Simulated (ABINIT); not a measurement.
**ZnSe (Stilleite): one start, several treatments of the self-energy**

Wanted: the gap of ZnSe (Stilleite) under several approximations, with cost.

Calculated with ABINIT 10.8.3; PBE and many-body steps on it, plane waves.

**The experiments to reproduce.**

- Gap 2.695 ± 0.003 eV: excitonic gap from free-exciton PL, not corrected for exciton binding; photoluminescence; 300 K; bulk crystal (Bridgman-grown crystal, polished and etched) (“Alloy Disordering Effects on the Thermal Conductivity and Energy Gap Temperature Dependence of Cd1−xZnxSe Ternary Crystals Grown by the Bridgman Method”, 2023, pmc:10253836).

### 1. The starting structure

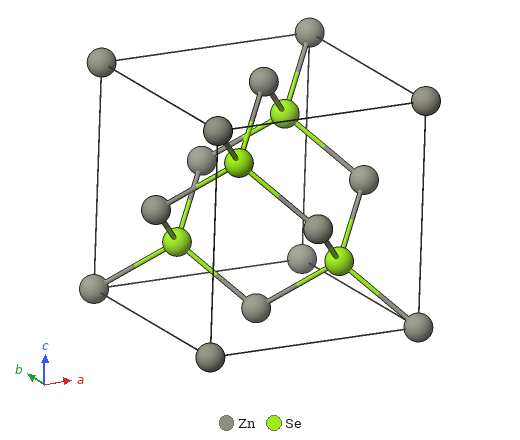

Start, viewed slightly off an axis; zinc grey, selenium green. This picture shows the conventional cell, with its axes. Bonds to atoms that aren't drawn are left out. Some periodic images of atoms are drawn too.

The cell and positions come from the Crystallography Open Database and are kept as given unless a step says otherwise.

### 2. Empty states on the mesh, 4×4×4 mesh, 165 bands

This step: ABINIT 10.8.3; DFT, PBE, plane waves, norm-conserving pseudopotentials.

The sums over transitions need many empty states on a uniform mesh; this step solves for them.

The input, run.abi:

```
acell 3*1.0 Angstrom
rprim 
  -0.000000000000 2.833800000000 2.833800000000
  2.833800000000 -0.000000000000 2.833800000000
  2.833800000000 2.833800000000 0.000000000000
ntypat 2
znucl 30 34
natom 2
typat 1 2
xred 
  0.000000000000 0.000000000000 0.000000000000
  0.250000000000 0.250000000000 0.250000000000
pp_dirpath "pseudos"
pseudos "Zn.upf, Se.upf"
ecut 48
ngkpt 4 4 4
nshiftk 1
shiftk 0 0 0
kptopt 1
chksymbreak 0
irdden 1
istwfk *1
nband 165
prtvol 0
optdriver 6
gwr_task "HDIAGO"
paral_kgb 0
occopt 1
indata_prefix "in"
outdata_prefix "out"
tmpdata_prefix "tmp"
```

Run with:

```sh
OMP_NUM_THREADS=1 mpirun -n 8 abinit run.abi > log
```

Log:

```text
.Version 10.8.3 of ABINIT. v10.8.2 released Aug 2026.

 Symmetries : space group F-4 3 m (#216); Bravais cF (face-center cubic)
[... echo of the input left out ...]
== DATASET  1 ==================================================================
-   mpi_nproc: 8, omp_nthreads: 1 (-1 if OMP is not activated)

--- !DatasetInfo
iteration_state: {dtset: 1, }
dimensions: {natom: 2, nkpt: 8, mband: 165, nsppol: 1, nspinor: 1, nspden: 1, mpw: 4910, }
cutoff_energies: {ecut:  48.0, pawecutdg:  -1.0, }
[...]
Direct band gap semiconductor
 Fundamental gap:     1.289 (eV)
   VBM:     4.164 (eV) at k: [ 0.0000E+00,  0.0000E+00,  0.0000E+00]
   CBM:     5.453 (eV) at k: [ 0.0000E+00,  0.0000E+00,  0.0000E+00]
 Direct gap:         1.289 (eV) at k: [ 0.0000E+00,  0.0000E+00,  0.0000E+00]

== END DATASET(S) ==============================================================
================================================================================

 -outvars: echo values of variables after computation  --------
           etotal      0.0000000000E+00
            nband         165
             nkpt           8
          spgroup         216
 [... the other variables as echoed above ...]

 Calculation completed.
```

Elapsed: 90 s, on 8 MPI ranks of Arm Neoverse V2, shared host; peak memory 11 GiB; 12 min of CPU time.

Numbers from this step:

```yaml
gap: 1.289 eV
k_of_the_valence_top: 0, 0, 0
k_of_the_conduction_bottom: 0, 0, 0
least_direct_gap: 1.289 eV
k_points_computed: 8
lowest_point_of_the_top_converged_band_above_the_valence_top: 110.2710 eV
```

On this mesh the gap is 1.289 eV.

The density comes from a self-consistent run that is not shown.

### 3. Screening, 4×4×4 mesh, 157 bands, screening to 190.5 eV

The RPA dielectric matrix is built and inverted for each q.

This step: RPA screening on PBE, plane waves, norm-conserving pseudopotentials.

run.abi, as its differences from that of step 2:

```diff
@@ -20,10 +20,11 @@
 chksymbreak 0
-irdden 1
 istwfk *1
-nband 165
-prtvol 0
-optdriver 6
-gwr_task "HDIAGO"
-paral_kgb 0
 occopt 1
+irdwfk 1
+optdriver 3
+nband 157
+ecuteps 7
+inclvkb 2
+awtr 1
+symchi 1
 indata_prefix "in"
```

Log:

```text
.Version 10.8.3 of ABINIT. v10.8.2 released Aug 2026.

 Symmetries : space group F-4 3 m (#216); Bravais cF (face-center cubic)
[... echo of the input left out ...]
== DATASET  1 ==================================================================
-   mpi_nproc: 8, omp_nthreads: 1 (-1 if OMP is not activated)

--- !DatasetInfo
iteration_state: {dtset: 1, }
dimensions: {natom: 2, nkpt: 8, mband: 157, nsppol: 1, nspinor: 1, nspden: 1, mpw: 4910, }
cutoff_energies: {ecut:  48.0, pawecutdg:  -1.0, }
electrons: {nelect:   4.40000000E+01, charge:   0.00000000E+00, occopt:   1.00000000E+00, tsmear:   1.00000000E-02, }

 SCREENING: Calculation of the susceptibility and dielectric matrices

 Based on a program developped by R.W. Godby, V. Olevano, G. Onida, and L. Reining.
 Incorporated in ABINIT by V. Olevano, G.-M. Rignanese, and M. Torrent.
.Using double precision arithmetic ; gwpc =  8

[... cell and pseudopotentials left out ...]
--------------------------------------------------------------------------------

 ==== K-mesh for the wavefunctions ====
 Number of points in the irreducible wedge :     8
[... list of points left out ...]
 Together with 24 symmetry operations and time-reversal symmetry
 yields    64 points in the full Brillouin Zone.

 ==== Q-mesh for the screening function ====
 Number of points in the irreducible wedge :     8
[... list of points left out ...]
 Together with 24 symmetry operations and time-reversal symmetry
 yields    64 points in the full Brillouin Zone.

 setmesh: FFT mesh size selected  =    36x   36x   36
          total number of points  =        46656

 vcoul_init : cutoff-mode = AUXILIARY_FUNCTION
 q-points for optical limit:   1
     1)      0.000010    0.000020    0.000030

- screening: taking advantage of time-reversal symmetry
- Maximum band index for partially occupied states nbvw = 22
- Remaining bands to be divided among processors   nbcw = 135
- Number of bands treated by each node ~16

 Number of electrons calculated from density =   44.0000; Expected =   44.0000
 average of density, n =  0.143258
 r_s =    1.1856
 omega_plasma =   36.5103 [eV]

 calculating chi0 at frequencies [eV] :
  1    0.000000E+00    0.000000E+00
  2    0.000000E+00    3.651025E+01

--------------------------------------------------------------------------------
  q-point number  1        q = ( 0.000000, 0.000000, 0.000000) [r.l.u.]
--------------------------------------------------------------------------------
[... chi0 elements left out ...]
 For q-point:  0.000010 0.000020 0.000030
  dielectric constant =  13.5356
  dielectric constant without local fields =  14.4796

  Average fulfillment of the sum rule on Im[epsilon] for q-point    1 :     44.32  [%]
[... wings left out ...]
  q-point number  2        q = ( 0.250000, 0.000000, 0.000000) [r.l.u.]
--------------------------------------------------------------------------------
[... chi0 elements left out ...]
  Average fulfillment of the sum rule on Im[epsilon] for q-point    2 :     51.65  [%]

 [... 6 further q-points ...]
```

It took 67 s on 8 MPI ranks; peak memory 2.7 GiB.

This step gave:

| Item | Value |
| --- | --- |
| ε∞ with local fields, on this mesh, along the program's q direction | 13.54 |
| the same without local fields | 14.48 |
| plasma frequency | 36.51 eV |
| plane waves in the screening matrix | 283 |

Local fields lower ε∞ by 7 %. On a Γ-centred mesh this coarse the value itself is usually too large, while a short band sum pulls it down.

### 4. G0W0, Godby-Needs plasmon pole

The self-energy is evaluated for the states that the input lists, and the levels follow from it, in one-shot runs by the linearised quasiparticle equation.

This step: G0W0 on PBE, plane waves, norm-conserving pseudopotentials.

run.abi, as its differences from that of step 3:

```diff
@@ -23,8 +23,15 @@
 irdwfk 1
-optdriver 3
+optdriver 4
 nband 157
+gwcalctyp 0
+ecutsigx 48
+symsigma 1
+nkptgw 1
+kptgw 
+  0.0000000000 0.0000000000 0.0000000000
+bdgw 
+  20 26
 ecuteps 7
-inclvkb 2
-awtr 1
-symchi 1
+irdscr 1
+ppmodel 1
 indata_prefix "in"
```

Log:

```text
.Version 10.8.3 of ABINIT. v10.8.2 released Aug 2026.

 Symmetries : space group F-4 3 m (#216); Bravais cF (face-center cubic)
[... echo of the input left out ...]
== DATASET  1 ==================================================================
-   mpi_nproc: 8, omp_nthreads: 1 (-1 if OMP is not activated)

--- !DatasetInfo
iteration_state: {dtset: 1, }
dimensions: {natom: 2, nkpt: 8, mband: 157, nsppol: 1, nspinor: 1, nspden: 1, mpw: 4910, }
cutoff_energies: {ecut:  48.0, pawecutdg:  -1.0, }
electrons: {nelect:   4.40000000E+01, charge:   0.00000000E+00, occopt:   1.00000000E+00, tsmear:   1.00000000E-02, }

 SIGMA: Calculation of the GW corrections

 Based on a program developped by R.W. Godby, V. Olevano, G. Onida, and L. Reining.
 Incorporated in ABINIT by V. Olevano, G.-M. Rignanese, and M. Torrent.
.Using double precision arithmetic ; gwpc =  8

[... cell and pseudopotentials left out ...]
--------------------------------------------------------------------------------

 ==== K-mesh for the wavefunctions ====
 Number of points in the irreducible wedge :     8
[... list of points left out ...]
 Together with 24 symmetry operations and time-reversal symmetry
 yields    64 points in the full Brillouin Zone.

 ==== Q-mesh for screening function ====
 Number of points in the irreducible wedge :     8
[... list of points left out ...]
 Together with 24 symmetry operations and time-reversal symmetry
 yields    64 points in the full Brillouin Zone.

 vcoul_init : cutoff-mode = AUXILIARY_FUNCTION
 q-points for optical limit:   1
     1)      0.000010    0.000020    0.000030
 setmesh: FFT mesh size selected  =    48x   48x   48
          total number of points  =       110592

 Number of electrons calculated from density =   44.0000; Expected =   44.0000
 average of density, n =  0.143258
 r_s =    1.1856
 omega_plasma =   36.5103 [eV]

 === KS Band Gaps ===
  >>>> For spin  1
   Minimum direct gap =   1.2885 [eV], located at k-point      :   0.0000  0.0000  0.0000
   Fundamental gap    =   1.2885 [eV], Top of valence bands at :   0.0000  0.0000  0.0000
                                       Bottom of conduction at :   0.0000  0.0000  0.0000
 SIGMA fundamental parameters:
 PLASMON POLE MODEL  1
 number of plane-waves for SigmaX                 4909
 number of plane-waves for SigmaC and W            283
 number of plane-waves for wavefunctions          4909
 number of bands                                   157
 number of independent spin polarizations            1
 number of spinorial components                      1
 number of k-points in IBZ                           8
 number of q-points in IBZ                           8
 number of symmetry operations                      24
 number of k-points in BZ                           64
 number of q-points in BZ                           64
 number of frequencies for dSigma/dE                 9
 frequency step for dSigma/dE [eV]                0.25
 number of omega for Sigma on real axis              0
 max omega for Sigma on real axis  [eV]           0.00
 zcut for avoiding poles [eV]                     0.10

 EPSILON^-1 parameters (SCR file):
 dimension of the eps^-1 matrix on file            283
 dimension of the eps^-1 matrix used               283
 number of plane-waves for wavefunctions          4909
 number of bands                                   157
 number of q-points in IBZ                           8
 number of frequencies                               2
 number of real frequencies                          1
 number of imag frequencies                          1

 matrix elements of self-energy operator (all in [eV])

 Perturbative Calculation

--- !SelfEnergy_ee
iteration_state: {dtset: 1, }
kpoint     : [   0.000,    0.000,    0.000, ]
spin       : 1
KS_gap     :    1.289
QP_gap     :    2.009
Delta_QP_KS:    0.720
data: !SigmaeeData |
     Band     E0 <VxcDFT>   SigX SigC(E0)      Z dSigC/dE  Sig(E)    E-E0       E
       20   4.164 -17.093 -19.827   1.925   0.801  -0.248 -17.741  -0.648   3.516
       21   4.164 -17.093 -19.827   1.925   0.801  -0.248 -17.741  -0.648   3.516
       22   4.164 -17.093 -19.827   1.925   0.801  -0.248 -17.741  -0.648   3.516
       23   5.453 -12.787  -8.817  -3.882   0.818  -0.223 -12.715   0.072   5.525
       24   9.979 -11.028  -6.246  -4.438   0.812  -0.232 -10.748   0.280  10.259
       25   9.979 -11.028  -6.246  -4.438   0.812  -0.232 -10.748   0.280  10.259
       26   9.979 -11.028  -6.246  -4.438   0.812  -0.232 -10.748   0.280  10.259

== END DATASET(S) ==============================================================
================================================================================

 -outvars: echo values of variables after computation  --------
           etotal      0.0000000000E+00
            nband         157
             nkpt           8
          spgroup         216
 [... the other variables as echoed above ...]

 Calculation completed.
```

The job ended after 6.8 s (8 MPI ranks; peak memory 2 GiB).

This step gave:

```
G0W0 gap on the points computed              : 2.009 eV
starting gap on the mesh                     : 1.289 eV
k of the valence top                         : 0, 0, 0
k of the conduction bottom                   : 0, 0, 0
Z at the valence top                         : 0.801
Z at the conduction bottom                   : 0.818
least direct G0W0 gap on the computed points : 2.009 eV
```

The gap on the mesh goes from 1.29 eV to 2.01 eV, a correction of +0.72 eV.

### 5. G0W0, Hybertsen-Louie plasmon pole

run.abi, as its differences from that of step 4:

```diff
@@ -35,3 +35,3 @@
 irdscr 1
-ppmodel 1
+ppmodel 2
 indata_prefix "in"
```

Log:

```text
.Version 10.8.3 of ABINIT. v10.8.2 released Aug 2026.

 Symmetries : space group F-4 3 m (#216); Bravais cF (face-center cubic)
[... echo of the input left out ...]
== DATASET  1 ==================================================================
-   mpi_nproc: 8, omp_nthreads: 1 (-1 if OMP is not activated)

--- !DatasetInfo
iteration_state: {dtset: 1, }
dimensions: {natom: 2, nkpt: 8, mband: 157, nsppol: 1, nspinor: 1, nspden: 1, mpw: 4910, }
cutoff_energies: {ecut:  48.0, pawecutdg:  -1.0, }
electrons: {nelect:   4.40000000E+01, charge:   0.00000000E+00, occopt:   1.00000000E+00, tsmear:   1.00000000E-02, }

 SIGMA: Calculation of the GW corrections

 Based on a program developped by R.W. Godby, V. Olevano, G. Onida, and L. Reining.
 Incorporated in ABINIT by V. Olevano, G.-M. Rignanese, and M. Torrent.
.Using double precision arithmetic ; gwpc =  8

[... cell and pseudopotentials left out ...]
--------------------------------------------------------------------------------

 ==== K-mesh for the wavefunctions ====
 Number of points in the irreducible wedge :     8
[... list of points left out ...]
 Together with 24 symmetry operations and time-reversal symmetry
 yields    64 points in the full Brillouin Zone.

 ==== Q-mesh for screening function ====
 Number of points in the irreducible wedge :     8
[... list of points left out ...]
 Together with 24 symmetry operations and time-reversal symmetry
 yields    64 points in the full Brillouin Zone.

 vcoul_init : cutoff-mode = AUXILIARY_FUNCTION
 q-points for optical limit:   1
     1)      0.000010    0.000020    0.000030
 setmesh: FFT mesh size selected  =    48x   48x   48
          total number of points  =       110592

 Number of electrons calculated from density =   44.0000; Expected =   44.0000
[...]
number of q-points in BZ                           64
 number of frequencies for dSigma/dE                 9
 frequency step for dSigma/dE [eV]                0.25
 number of omega for Sigma on real axis              0
 max omega for Sigma on real axis  [eV]           0.00
 zcut for avoiding poles [eV]                     0.10

 EPSILON^-1 parameters (SCR file):
 dimension of the eps^-1 matrix on file            283
 dimension of the eps^-1 matrix used               283
 number of plane-waves for wavefunctions          4909
 number of bands                                   157
 number of q-points in IBZ                           8
 number of frequencies                               2
 number of real frequencies                          1
 number of imag frequencies                          1

 matrix elements of self-energy operator (all in [eV])

 Perturbative Calculation

--- !SelfEnergy_ee
iteration_state: {dtset: 1, }
kpoint     : [   0.000,    0.000,    0.000, ]
spin       : 1
KS_gap     :    1.289
QP_gap     :    2.028
Delta_QP_KS:    0.739
data: !SigmaeeData |
     Band     E0 <VxcDFT>   SigX SigC(E0)      Z dSigC/dE  Sig(E)    E-E0       E
       20   4.164 -17.093 -19.827   1.336   0.879  -0.138 -18.322  -1.229   2.935
       21   4.164 -17.093 -19.827   1.336   0.879  -0.138 -18.322  -1.229   2.935
       22   4.164 -17.093 -19.827   1.336   0.879  -0.138 -18.322  -1.229   2.935
       23   5.453 -12.787  -8.817  -4.523   0.886  -0.128 -13.277  -0.490   4.963
       24   9.979 -11.028  -6.246  -4.952   0.887  -0.128 -11.179  -0.151   9.828
       25   9.979 -11.028  -6.246  -4.952   0.887  -0.128 -11.179  -0.151   9.828
       26   9.979 -11.028  -6.246  -4.952   0.887  -0.128 -11.179  -0.151   9.828

== END DATASET(S) ==============================================================
================================================================================

 -outvars: echo values of variables after computation  --------
           etotal      0.0000000000E+00
            nband         157
             nkpt           8
          spgroup         216
 [... the other variables as echoed above ...]

 Calculation completed.
```

Elapsed: 6.7 s, on 8 MPI ranks; peak memory 1.9 GiB.

Numbers from this step:

- G0W0 gap on the points computed: 2.028 eV
- starting gap on the mesh: 1.289 eV
- k of the valence top: 0, 0, 0
- k of the conduction bottom: 0, 0, 0
- Z at the valence top: 0.879
- Z at the conduction bottom: 0.886
- least direct G0W0 gap on the computed points: 2.028 eV

Against G0W0 in ABINIT (4×4×4 mesh, 157 bands, screening to 190.5 eV, Godby-Needs plasmon pole), the gap moves by +0.019 eV.

### 6. G0W0, von der Linden-Horsch plasmon pole

run.abi, as its differences from that of step 5:

```diff
@@ -35,3 +35,3 @@
 irdscr 1
-ppmodel 2
+ppmodel 3
 indata_prefix "in"
```

Log:

```text
.Version 10.8.3 of ABINIT. v10.8.2 released Aug 2026.

 Symmetries : space group F-4 3 m (#216); Bravais cF (face-center cubic)
[... echo of the input left out ...]
== DATASET  1 ==================================================================
-   mpi_nproc: 8, omp_nthreads: 1 (-1 if OMP is not activated)

--- !DatasetInfo
iteration_state: {dtset: 1, }
dimensions: {natom: 2, nkpt: 8, mband: 157, nsppol: 1, nspinor: 1, nspden: 1, mpw: 4910, }
cutoff_energies: {ecut:  48.0, pawecutdg:  -1.0, }
[...]
24   9.979 -11.028  -6.246  -5.095   0.903  -0.108 -11.311  -0.282   9.696
       25   9.979 -11.028  -6.246  -5.095   0.903  -0.108 -11.311  -0.282   9.696
       26   9.979 -11.028  -6.246  -5.095   0.903  -0.108 -11.311  -0.282   9.696

== END DATASET(S) ==============================================================
================================================================================

 -outvars: echo values of variables after computation  --------
           etotal      0.0000000000E+00
            nband         157
             nkpt           8
          spgroup         216
 [... the other variables as echoed above ...]

 Calculation completed.
```

Elapsed: 5.3 s, on 8 MPI ranks; peak memory 1.3 GiB.

Numbers from this step:

```yaml
g0w0_gap_on_the_points_computed: 2.009 eV
starting_gap_on_the_mesh: 1.289 eV
k_of_the_valence_top: 0, 0, 0
k_of_the_conduction_bottom: 0, 0, 0
least_direct_g0w0_gap_on_the_computed_points: 2.009 eV
```

Against G0W0 in ABINIT (4×4×4 mesh, 157 bands, screening to 190.5 eV, Godby-Needs plasmon pole), the gap moves by +0.000 eV.

(Part 1 of 2 ends here.)

[Paths, hosts, dates, memory and timing lines, banners, echoed tables and standing remarks are left out of the program output.]

[Logs are printed without paths, hosts, clocks, repeated set-up lines and the standing remarks that a program may print on its own settings, such as how far it seeks lower states.]

[Runs of the session that timed out or met a known fault of the program may be left out.]

[Hosts, paths, dates, database ids (printed as entryN), source tags and the programs' standing remarks are cut or masked in the printed files.]

[G0W0 gaps are taken among the corrected bands and points alone; a level outside them can change the order at an edge.]

[Where Ansatz stands beside ABINIT at settings called matched, ABINIT's density can come from a denser mesh and the files from another edition; pairs whose starting gaps differed by over 0.03 eV were left out, so agreement reads better than it is.]
